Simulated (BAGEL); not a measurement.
**GeH4O2 (SMILES [OH][GeH2][OH]), step by step**

Wanted: the energy (HF/cc-pVDZ), then the energy (NEVPT2(2,2)/cc-pVDZ), then the energy (CASPT2(2,2)/cc-pVDZ) of GeH4O2. 

The calculation is run with BAGEL 1.2.2.

1 further run of the same task is left out (set aside as unsound or not needed).

## Step 1: The structure to begin with

The species is GeH4O2 (7 atoms), meant as a singlet with charge 0. As SMILES, `[OH][GeH2][OH]`. The O1–Ge2 distance was set to 4.084 Å, away from the relaxed value. At this shape a bond of the SMILES string is far longer than usual.

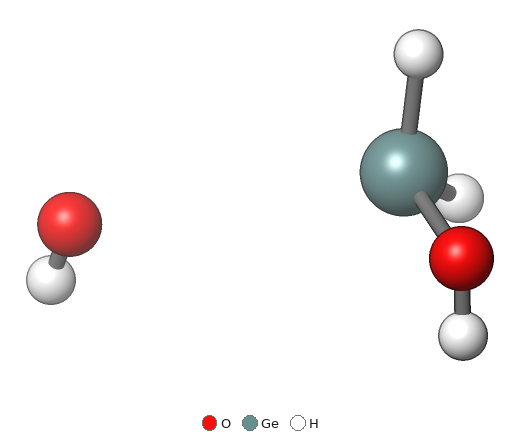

Viewed from a chosen angle; oxygen red, germanium teal, hydrogen white.

## Step 2: The energy at HF/cc-pVDZ (density fitting with svp-jkfit) (run 1)

input.json

```json
{ "bagel": [

{
  "title": "molecule",
  "basis": "cc-pvdz.json",
  "df_basis": "svp-jkfit",
  "angstrom": true,
  "geometry": [
    { "atom": "O", "xyz": [   -3.460537,   -1.446898,   -0.796859 ] },
    { "atom": "Ge", "xyz": [    0.023500,    0.377000,    0.305300 ] },
    { "atom": "O", "xyz": [    1.347400,   -0.798900,    0.400600 ] },
    { "atom": "H", "xyz": [   -3.604137,   -1.449598,   -1.745059 ] },
    { "atom": "H", "xyz": [    0.363400,    1.460500,   -0.739100 ] },
    { "atom": "H", "xyz": [   -0.172500,    0.863100,    1.737300 ] },
    { "atom": "H", "xyz": [    1.625600,   -1.135200,   -0.453800 ] }
  ]
},
{ "title": "hf" },
{ "title": "print", "file": "orbitals.molden", "orbitals": true }

]}
```

The basis set cc-pVDZ is read from a file made from the Basis Set Exchange's data (not shown).

Run with:

```bash
BAGEL_NUM_THREADS=1 BAGEL input.json > input.out
```

What it wrote:

```text
* using 1 threads per process

  ===============================================================
  ===============================================================

  *** Geometry ***

  { "atom" : "O", "xyz" : [     -6.539467,     -2.734241,     -1.505845 ] },
  { "atom" : "Ge", "xyz" : [      0.044409,      0.712427,      0.576933 ] },
  { "atom" : "O", "xyz" : [      2.546217,     -1.509702,      0.757024 ] },
  { "atom" : "H", "xyz" : [     -6.810832,     -2.739343,     -3.297684 ] },
  { "atom" : "H", "xyz" : [      0.686726,      2.759945,     -1.396697 ] },
  { "atom" : "H", "xyz" : [     -0.325978,      1.631023,      3.283021 ] },
  { "atom" : "H", "xyz" : [      3.071939,     -2.145217,     -0.857558 ] },

  Number of auxiliary basis functions:      492

  Since a DF basis is specified, we compute 2- and 3-index integrals:
    o Being stored without compression. Storage requirement is 0.022 GB

  Number of basis functions:       75
  Number of electrons      :       52

    * METHOD: MOLECULE                             0.24

  *** RHF ***

  === Nuclear Repulsion ===
   165.6338144083

      * DIIS with orbital gradients will be used.

  === RHF iteration (cc-pvdz.json) ===
      0      -2226.66788726          0.02473528           0.07
      1      -2222.71195598          0.05060786           0.07
      2      -2226.97488960          0.01459676           0.07
      3      -2227.07332038          0.00802330           0.07
      4      -2227.11617220          0.00426280           0.07
      5      -2227.13636116          0.00260096           0.07
      6      -2227.15355798          0.00105681           0.07
      7      -2227.15541761          0.00105379           0.07
      8      -2227.15593238          0.00062445           0.07
      9      -2227.15625729          0.00023609           0.07
     10      -2227.15630889          0.00004234           0.07
     11      -2227.15631070          0.00001134           0.07
     12      -2227.15631094          0.00000526           0.06
     13      -2227.15631100          0.00000317           0.06
     14      -2227.15631103          0.00000254           0.06
     15      -2227.15631107          0.00000219           0.06
     16      -2227.15631111          0.00000167           0.06
     17      -2227.15631116          0.00000072           0.06
     18      -2227.15631116          0.00000041           0.07
     19      -2227.15631116          0.00000013           0.07
     20      -2227.15631116          0.00000004           0.07
     21      -2227.15631117          0.00000002           0.07
     22      -2227.15631117          0.00000001           0.07
    * SCF iteration converged.

    * Permanent dipole moment:
           (   -2.482618,    -1.578547,     0.270663) a.u.

    * METHOD: HF                                   1.71

    * METHOD: PRINT                                0.02

  ===============================================================
```

Wall time 2.1 s (1 thread of Arm Neoverse V1, shared host); peak memory 0.15 GiB.

## Step 3: The energy at NEVPT2(2,2)/cc-pVDZ (density fitting with svp-jkfit) (run 2)

input.json

```json
{ "bagel" : [

{
  "title" : "molecule",
  "basis" : "cc-pvdz.json",
  "df_basis" : "svp-jkfit",
  "angstrom" : true,
  "geometry" : [
    { "atom" : "O", "xyz" : [      -3.460537,      -1.446898,      -0.796859 ] },
    { "atom" : "Ge", "xyz" : [       0.023500,       0.377000,       0.305300 ] },
    { "atom" : "O", "xyz" : [       1.347400,      -0.798900,       0.400600 ] },
    { "atom" : "H", "xyz" : [      -3.604137,      -1.449598,      -1.745059 ] },
    { "atom" : "H", "xyz" : [       0.363400,       1.460500,      -0.739100 ] },
    { "atom" : "H", "xyz" : [      -0.172500,       0.863100,       1.737300 ] },
    { "atom" : "H", "xyz" : [       1.625600,      -1.135200,      -0.453800 ] }
  ]
},

{ "title" : "hf" },

{ "title" : "nevpt2", "nstate" : 1, "nact" : 2, "nclosed" : 25, "active" : [26, 27], "maxiter" : 200, "natocc" : true, "ncore" : 11 },

{ "title" : "print", "file" : "orbitals.molden", "orbitals" : true }

]}
```

The basis set cc-pVDZ is read from a file made from the Basis Set Exchange's data (not shown).

Run with:

```bash
BAGEL_NUM_THREADS=1 BAGEL input.json > input.out
```

What it wrote:

```text
* using 1 threads per process

  ===============================================================
  ===============================================================

  *** Geometry ***

  { "atom" : "O", "xyz" : [     -6.539467,     -2.734241,     -1.505845 ] },
  { "atom" : "Ge", "xyz" : [      0.044409,      0.712427,      0.576933 ] },
  { "atom" : "O", "xyz" : [      2.546217,     -1.509702,      0.757024 ] },
  { "atom" : "H", "xyz" : [     -6.810832,     -2.739343,     -3.297684 ] },
  { "atom" : "H", "xyz" : [      0.686726,      2.759945,     -1.396697 ] },
  { "atom" : "H", "xyz" : [     -0.325978,      1.631023,      3.283021 ] },
  { "atom" : "H", "xyz" : [      3.071939,     -2.145217,     -0.857558 ] },

  Number of auxiliary basis functions:      492

  Since a DF basis is specified, we compute 2- and 3-index integrals:
    o Being stored without compression. Storage requirement is 0.022 GB

  Number of basis functions:       75
  Number of electrons      :       52

    * METHOD: MOLECULE                             0.25

  *** RHF ***

  === Nuclear Repulsion ===
   165.6338144083

      * DIIS with orbital gradients will be used.

  === RHF iteration (cc-pvdz.json) ===
      0      -2226.66788726          0.02473528           0.07
      1      -2222.71195598          0.05060786           0.06
      2      -2226.97488960          0.01459676           0.06
      3      -2227.07332038          0.00802330           0.06
      4      -2227.11617220          0.00426280           0.06
      5      -2227.13636116          0.00260096           0.06
      6      -2227.15355798          0.00105681           0.06
      7      -2227.15541761          0.00105379           0.06
      8      -2227.15593238          0.00062445           0.06
      9      -2227.15625729          0.00023609           0.06
     10      -2227.15630889          0.00004234           0.06
     11      -2227.15631070          0.00001134           0.06
     12      -2227.15631094          0.00000526           0.07
     13      -2227.15631100          0.00000317           0.07
     14      -2227.15631103          0.00000254           0.07
     15      -2227.15631107          0.00000219           0.07
     16      -2227.15631111          0.00000167           0.07
     17      -2227.15631116          0.00000072           0.07
     18      -2227.15631116          0.00000041           0.07
     19      -2227.15631116          0.00000013           0.07
     20      -2227.15631116          0.00000004           0.07
     21      -2227.15631117          0.00000002           0.07
     22      -2227.15631117          0.00000001           0.07
    * SCF iteration converged.

    * Permanent dipole moment:
           (   -2.482618,    -1.578547,     0.270663) a.u.

    * METHOD: HF                                   1.69

    * freezing 11 orbitals
  ---------------------------
      CASSCF calculation
  ---------------------------

    ==== Active orbitals : =====
         Orbital 26
         Orbital 27
    ============================

    * nstate   :      1
    * nclosed  :     25
    * nact     :      2
    * nvirt    :     48
  === CASSCF iteration (cc-pvdz.json) ===

    * Using the second-order algorithm

      0  0     -2227.27781316     1.61e-02      0.02

      1  0     -2227.31195170     7.15e-04      0.44

      2  0     -2227.31209726     1.18e-04      0.53

      3  0     -2227.31210121     2.49e-05      0.55

      4  0     -2227.31210139     5.23e-06      0.51

      5  0     -2227.31210140     1.10e-06      0.53

      6  0     -2227.31210140     2.30e-07      0.51

      7  0     -2227.31210140     4.84e-08      0.46

      8  0     -2227.31210140     1.02e-08      0.44

      9  0     -2227.31210140     2.14e-09      0.30

    * Second-order optimization converged. *

     guess   0:   closed 1.                   open ..

  === FCI iteration ===

      0  0     -2227.11780323     1.17e-01      0.00
      1  0     -2227.29711283     3.69e-02      0.00
      2  0 *   -2227.31210140     4.26e-16      0.00

     * ci vector, state   0, <S^2> = 0.0000
       2.     0.7529742850
       .2    -0.6580499419

  === DF-NEVPT2 calculation ===

    * 3-index integral transformation done
    * assembly done

      NEVPT2 correlation energy:   -0.4480586227      0.14

          (+0)     -0.3639527701
          (+0)'    -0.0115650197
          (+1)     -0.0193486270
          (+1)'    -0.0000000000
          (+2)     -0.0000359622
          (-1)     -0.0531035979
          (-1)'     0.0000000000
          (-2)     -0.0000526457

      NEVPT2 total energy:       -2227.7601600184

    * METHOD: NEVPT2                               4.71

    * METHOD: PRINT                                0.02

  ===============================================================
```

Wall time 6.9 s (1 thread of Arm Neoverse V1, shared host); peak memory 0.15 GiB.

## Step 4: The energy at CASPT2(2,2)/cc-pVDZ (density fitting with svp-jkfit) (run 3)

input.json

```json
{ "bagel": [

{
  "title": "molecule",
  "basis": "cc-pvdz.json",
  "df_basis": "svp-jkfit",
  "angstrom": true,
  "geometry": [
    { "atom": "O", "xyz": [      -3.460537,      -1.446898,      -0.796859 ] },
    { "atom": "Ge", "xyz": [       0.023500,       0.377000,       0.305300 ] },
    { "atom": "O", "xyz": [       1.347400,      -0.798900,       0.400600 ] },
    { "atom": "H", "xyz": [      -3.604137,      -1.449598,      -1.745059 ] },
    { "atom": "H", "xyz": [       0.363400,       1.460500,      -0.739100 ] },
    { "atom": "H", "xyz": [      -0.172500,       0.863100,       1.737300 ] },
    { "atom": "H", "xyz": [       1.625600,      -1.135200,      -0.453800 ] }
  ]
},

{ "title": "hf" },

{ "title": "casscf", "nstate": 1, "nact": 2, "nclosed": 25, "active": [26, 27], "maxiter": 200, "natocc": true },

{ "title": "print", "file": "orbitals.molden", "orbitals": true },

{ "title": "smith", "method": "caspt2", "ms": true, "xms": true, "sssr": true, "shift": 0.2, "shift_imag": true, "ncore": 11 }

]}
```

The basis set cc-pVDZ is read from a file made from the Basis Set Exchange's data (not shown).

Run with:

```bash
BAGEL_NUM_THREADS=1 BAGEL input.json > input.out
```

What it wrote:

```text
* using 1 threads per process

  ===============================================================
  ===============================================================

  *** Geometry ***

  { "atom" : "O", "xyz" : [     -6.539467,     -2.734241,     -1.505845 ] },
  { "atom" : "Ge", "xyz" : [      0.044409,      0.712427,      0.576933 ] },
  { "atom" : "O", "xyz" : [      2.546217,     -1.509702,      0.757024 ] },
  { "atom" : "H", "xyz" : [     -6.810832,     -2.739343,     -3.297684 ] },
  { "atom" : "H", "xyz" : [      0.686726,      2.759945,     -1.396697 ] },
  { "atom" : "H", "xyz" : [     -0.325978,      1.631023,      3.283021 ] },
  { "atom" : "H", "xyz" : [      3.071939,     -2.145217,     -0.857558 ] },

  Number of auxiliary basis functions:      492

  Since a DF basis is specified, we compute 2- and 3-index integrals:
    o Being stored without compression. Storage requirement is 0.022 GB

  Number of basis functions:       75
  Number of electrons      :       52

    * METHOD: MOLECULE                             0.25

  *** RHF ***

  === Nuclear Repulsion ===
   165.6338144083

      * DIIS with orbital gradients will be used.

  === RHF iteration (cc-pvdz.json) ===
      0      -2226.66788726          0.02473528           0.07
      1      -2222.71195598          0.05060786           0.06
      2      -2226.97488960          0.01459676           0.06
      3      -2227.07332038          0.00802330           0.06
      4      -2227.11617220          0.00426280           0.06
      5      -2227.13636116          0.00260096           0.06
      6      -2227.15355798          0.00105681           0.06
      7      -2227.15541761          0.00105379           0.06
      8      -2227.15593238          0.00062445           0.07
      9      -2227.15625729          0.00023609           0.07
     10      -2227.15630889          0.00004234           0.07
     11      -2227.15631070          0.00001134           0.07
     12      -2227.15631094          0.00000526           0.06
     13      -2227.15631100          0.00000317           0.07
     14      -2227.15631103          0.00000254           0.06
     15      -2227.15631107          0.00000219           0.06
     16      -2227.15631111          0.00000167           0.06
     17      -2227.15631116          0.00000072           0.06
     18      -2227.15631116          0.00000041           0.06
     19      -2227.15631116          0.00000013           0.07
     20      -2227.15631116          0.00000004           0.07
     21      -2227.15631117          0.00000002           0.07
     22      -2227.15631117          0.00000001           0.07
    * SCF iteration converged.

    * Permanent dipole moment:
           (   -2.482618,    -1.578547,     0.270663) a.u.

    * METHOD: HF                                   1.68

  ---------------------------
      CASSCF calculation
  ---------------------------

    ==== Active orbitals : =====
         Orbital 26
         Orbital 27
    ============================

    * nstate   :      1
    * nclosed  :     25
    * nact     :      2
    * nvirt    :     48
  === CASSCF iteration (cc-pvdz.json) ===

    * Using the second-order algorithm

      0  0     -2227.27781316     1.61e-02      0.02

      1  0     -2227.31195170     7.15e-04      0.45

      2  0     -2227.31209726     1.18e-04      0.54

      3  0     -2227.31210121     2.49e-05      0.52

      4  0     -2227.31210139     5.23e-06      0.49

      5  0     -2227.31210140     1.10e-06      0.54

      6  0     -2227.31210140     2.30e-07      0.47

      7  0     -2227.31210140     4.84e-08      0.46

      8  0     -2227.31210140     1.02e-08      0.44

      9  0     -2227.31210140     2.14e-09      0.29

    * Second-order optimization converged. *

     guess   0:   closed 1.                   open ..

  === FCI iteration ===

      0  0     -2227.11780323     1.17e-01      0.00
      1  0     -2227.29711283     3.69e-02      0.00
      2  0 *   -2227.31210140     4.26e-16      0.00

     * ci vector, state   0, <S^2> = 0.0000
       2.     0.7529742850
       .2    -0.6580499419

    * METHOD: CASSCF                               4.38

    * METHOD: PRINT                                0.02

  === SMITH program ===

    * freezing 11 orbitals

    * Approximate memory requirement for SMITH calulation per MPI process:
      o Storage requirement for T-amplitude, lambda, and residual is 0.02 GB
      o Storage requirement for MO integrals is 0.01 GB
    * Calculating and saving rdm4f

    * Zeroth order energy : state  0       -0.3628432397

    * CASPT2 iteration is performed using orthogonal basis

      -------------------------------------------  CASPT2 iteration  ---------------------------------------------------
       #      aibj      arbs      arbi      airj      risj      airs      arst      rist         Etot      error   time
      ------------------------------------------------------------------------------------------------------------------

       0  -0.36270  -0.00007  -0.05798  -0.02119  -0.00006  -0.01149  -0.00000   0.00000   -0.4534776  0.0004920   0.09
       1  -0.36271  -0.00007  -0.05803  -0.02119  -0.00006  -0.01152  -0.00000   0.00000   -0.4535855  0.0000372   0.07
       2  -0.36271  -0.00007  -0.05803  -0.02119  -0.00006  -0.01152  -0.00000  -0.00000   -0.4535862  0.0000033   0.08
       3  -0.36271  -0.00007  -0.05803  -0.02119  -0.00006  -0.01152  -0.00000  -0.00000   -0.4535862  0.0000004   0.08

      ------------------------------------------------------------------------------------------------------------------

    * CASPT2 energy : state  0    -2227.7676652549
        w/o shift correction      -2227.7656876390
        reference weight              0.8823128897

    * METHOD: SMITH                                0.54

  ===============================================================
```

Run time: 7.2 s. Hardware: 1 thread of Arm Neoverse V1, shared host; peak memory 0.16 GiB.

## Step 5: What came out

| quantity | value |
| --- | --- |
| run 1, HF/cc-pVDZ: total energy | -2227.15631 Eh |
| run 1, HF/cc-pVDZ: dipole moment | 7.51 D |
| run 1, HF/cc-pVDZ: HOMO energy | -7.03 eV |
| run 1, HF/cc-pVDZ: LUMO energy | -2.06 eV |
| run 1, HF/cc-pVDZ: HOMO–LUMO gap | 4.97 eV |
| run 2, NEVPT2(2,2)/cc-pVDZ: total energy | -2227.76016 Eh |
| run 3, CASPT2(2,2)/cc-pVDZ: total energy | -2227.76767 Eh |

In words: One bond (run 1, HF/cc-pVDZ) is far stretched, which a spin-restricted single reference describes badly; a broken-symmetry solution may lie lower.
